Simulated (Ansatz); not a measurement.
# H$_{10}$Si$_{4}$ (SMILES [SiH3][SiH2][SiH2][SiH3]): what the fields show

Input file:

```
crystal:
  periodic: [false, false, false]
  atoms:
    - {symbol: Si, position_ang: [-0.421490, 2.102244, 1.007131]}
    - {symbol: Si, position_ang: [-1.565266, 0.167690, 0.360911]}
    - {symbol: Si, position_ang: [-0.310874, -0.999620, -1.230281]}
    - {symbol: Si, position_ang: [1.806230, -1.488149, -0.365658]}
    - {symbol: H, position_ang: [-1.216728, 2.900250, 1.978692]}
    - {symbol: H, position_ang: [0.872493, 1.730258, 1.640061]}
    - {symbol: H, position_ang: [-0.138626, 2.945088, -0.185842]}
    - {symbol: H, position_ang: [-1.771290, -0.702747, 1.552945]}
    - {symbol: H, position_ang: [-2.902770, 0.528941, -0.188070]}
    - {symbol: H, position_ang: [-0.161314, -0.154684, -2.448782]}
    - {symbol: H, position_ang: [-1.002606, -2.260566, -1.620564]}
    - {symbol: H, position_ang: [2.612451, -2.284313, -1.329648]}
    - {symbol: H, position_ang: [2.529444, -0.222393, -0.068669]}
    - {symbol: H, position_ang: [1.670356, -2.261999, 0.897784]}
basis:
  gaussian: {orbitals: def2-TZVPP}
hamiltonian: {xc: pbe0, dispersion: d4}
output: {orbitals: {seedname: orbitals}}
```

Command:

```sh
ansatz run in.yaml --threads 4 --pin off --events-out ev --progress --plain --max-ram 10444MiB
```

Geometry: PBE0-D4/def2-TZVP.

These are results of RKS PBE0-D4/def2-TZVPP in Ansatz, not measurements.

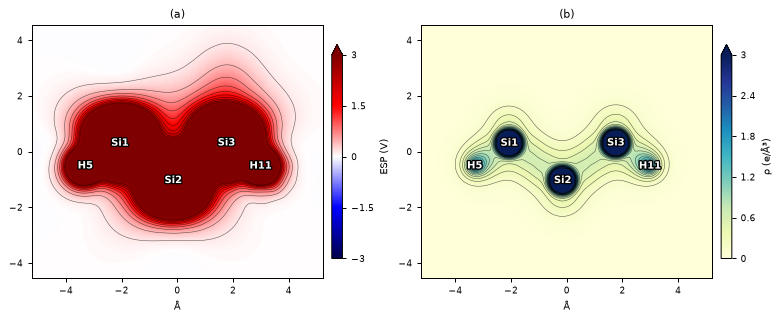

Figure 1. (a) molecular electrostatic potential; (b) total electron density on the plane of atoms Si2, Si3 and H11.

### What does the map show?

- Atoms in the plane: Si and H.
- Si–Si (2.34 Å): ρ at the midpoint is about 0.62 e/Å³.
- Si–H (1.49 Å): ρ at the midpoint is about 0.79 e/Å³.
- The potential has no marked negative region in this plane.

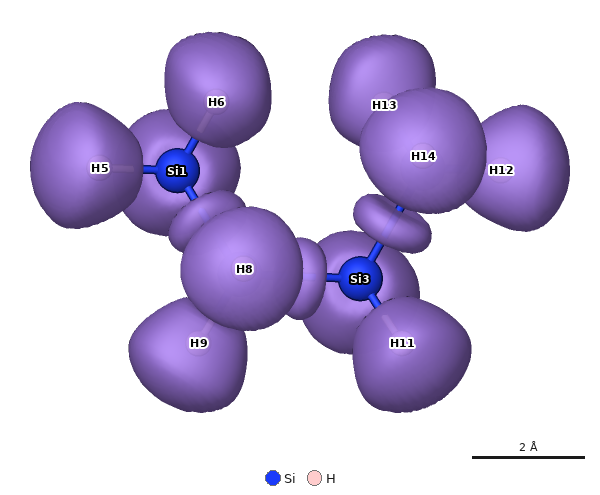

Figure 2. Isosurface of the electron localisation function at 0.85 (purple), seen across its widest extent. Core shells and regions of very low density are left out.

### Where are the electrons localised?

The ELF exceeds this value in three regions between bonded Si–Si atoms (shared pairs) and ten regions around hydrogen nuclei. Along the contacts the grid gives the following. Si–Si (2.34 Å): the ELF peaks at about 1 between the atoms (a covalent bond). Si–H (1.49 Å): the ELF climbs to about 1 towards the hydrogen, as it does in any bond to H.

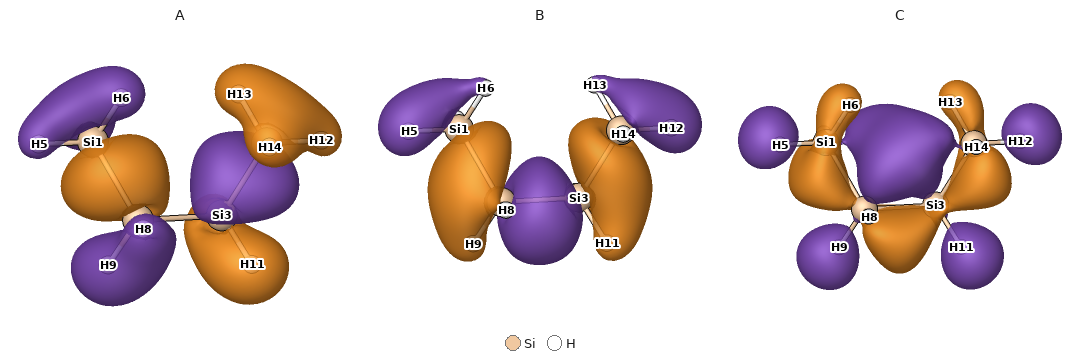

Figure 3. Three frontier orbitals at ±0.06 Å⁻³ᐟ² (orange and purple are the two phases), in no order.

### Which picture is the HOMO−1, the HOMO and the LUMO?

A is the HOMO−1 (−8.28 eV). It lies mainly on Si2 (about 20 %), Si3 (about 20 %), Si1 (about 20 %), Si4 (about 20 %), H9 (about 5 %) and H11 (about 5 %). B is the HOMO (−7.91 eV). It lies mainly on Si2 (about 30 %), Si3 (about 30 %), Si1 (about 10 %) and Si4 (about 10 %). C is the LUMO (−0.34 eV). By Hirshfeld shares it lies mainly on Si2 (about 20 %), Si3 (about 20 %), Si1 (about 15 %) and Si4 (about 15 %).

### What is the HOMO–LUMO gap?

7.57 eV between the orbital energies.
